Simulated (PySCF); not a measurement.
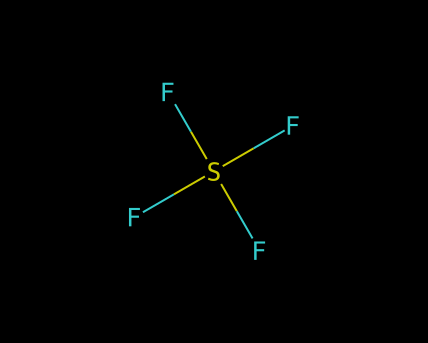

A structural formula.

> Give its SMILES.

FS(F)(F)F

> What is the molecular formula?

SF4.

> An optimisation with PBE0-D3(BJ)/def2-TZVP gave a structure of which point group?

C2v.

More results for the same structure follow; atom numbers are the same in all pictures, views and colours differ. The geometry was computed by an optimisation with PBE0-D3(BJ)/def2-TZVP. No frequency run is at hand to confirm it as a minimum.

## Shape

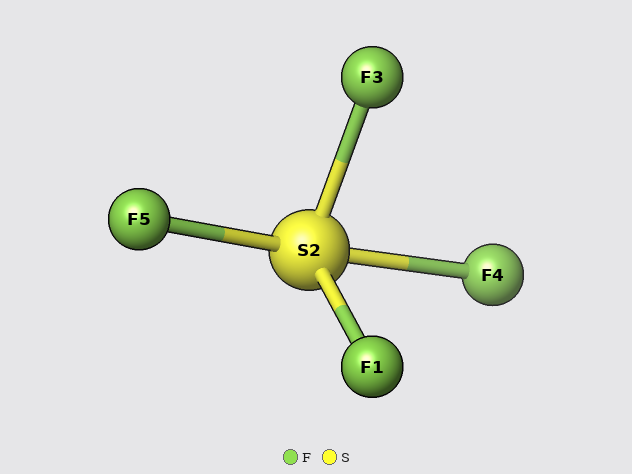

Numbered structure. No frequency run is at hand to confirm it as a minimum.

List the bonds and their lengths.

```tsv
bond	length (Å)	order
F1–S2	1.553	single
S2–F3	1.553	single
S2–F4	1.649	single
S2–F5	1.649	single
```

## Core levels

No frequency run is at hand to confirm it as a minimum. Method: delta-SCF UKS SCAN, pcX-3 on the ionised atom, pcseg-2 elsewhere, spin-free X2C (PySCF 2.14.0).

Give the core-electron binding energies (to vacuum; p and d levels without spin–orbit splitting) of F1 1s, S2 1s, S2 2p, F4 1s.

```json
{"atom": "F1", "level": "1s", "binding energy (eV)": "695.0"}
{"atom": "S2", "level": "1s", "binding energy (eV)": "2486.2"}
{"atom": "S2", "level": "2p", "binding energy (eV)": "177.7"}
{"atom": "F4", "level": "1s", "binding energy (eV)": "692.8"}
```

## Excitation

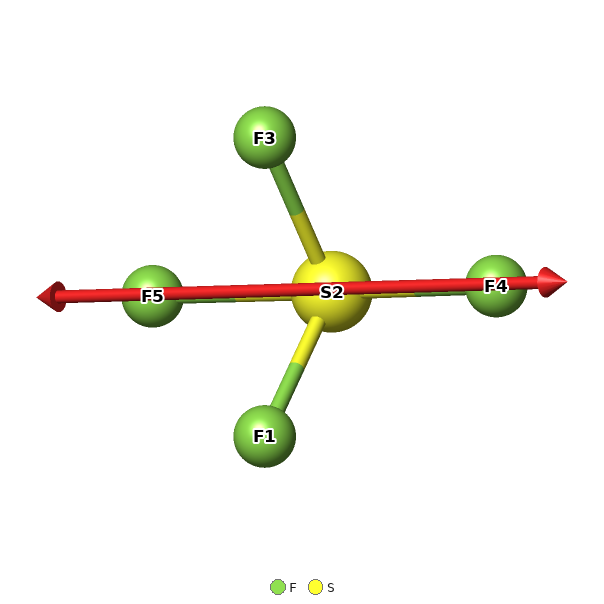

The double arrow shows the direction of the transition dipole to excited singlet state 8 (its length means nothing). No frequency run is at hand to confirm it as a minimum. Properties computed with TDDFT PBE0/aug-cc-pVTZ, vertical, gas phase, core orbitals frozen in the response (PySCF 2.14.0).

> How is the transition polarised?

Nearly parallel to the S2–F4 bond.

> Where does the transition lie, and how strong is it?

9.67 eV (128 nm), oscillator strength 0.18, mainly HOMO → LUMO+3 (weight 0.90); transition dipole 2.25 D.

## NMR shielding

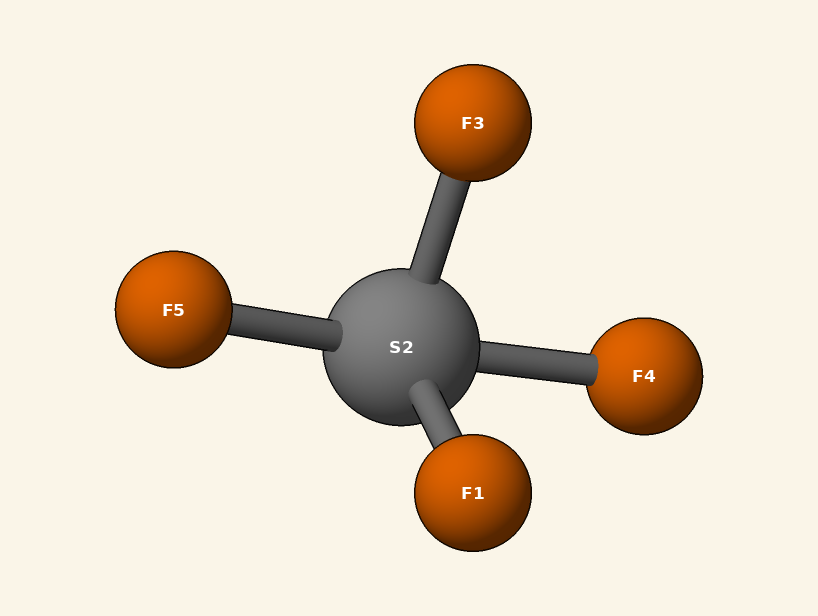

No frequency run is at hand to confirm it as a minimum. Level of theory: GIAO PBE0/pcSseg-2 NMR shielding, non-relativistic, gas phase (PySCF 2.14.0). Principal shieldings σ11 ≤ σ22 ≤ σ33, span Ω = σ33 − σ11, skew κ = 3(σiso − σ22)/Ω.

Give the shielding tensors of the S atoms.

```csv
atom,σ11,σ22,σ33,σiso,Ω,κ
S2,−240.2,132.4,172.0,21.4,412.2,−0.81
```

Shieldings and span in ppm.

## Polarisability

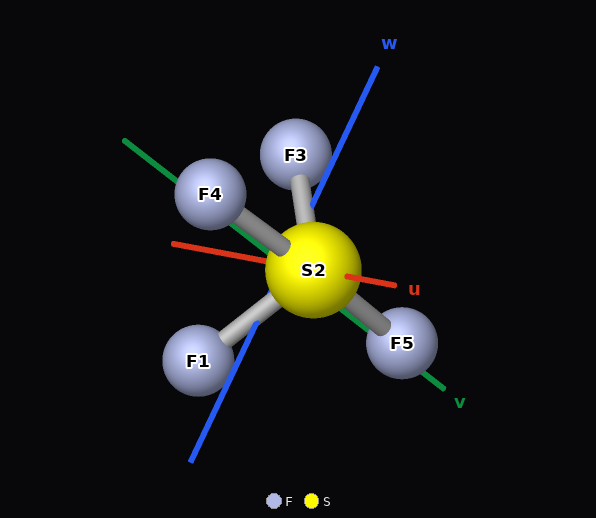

The lines u, v and w are the principal axes of the static dipole polarisability. No frequency run is at hand to confirm it as a minimum. Method: ωB97X-D/aug-cc-pVTZ (PySCF 2.14.0).

> Along which axis is the molecule most polarisable, and along which least?

Most along v (nearly parallel to the S2–F4 bond), least along u.

> Give the three principal values.

u 23.9, v 34.1, w 27.5 bohr³; mean 28.5, anisotropy 8.9 bohr³.
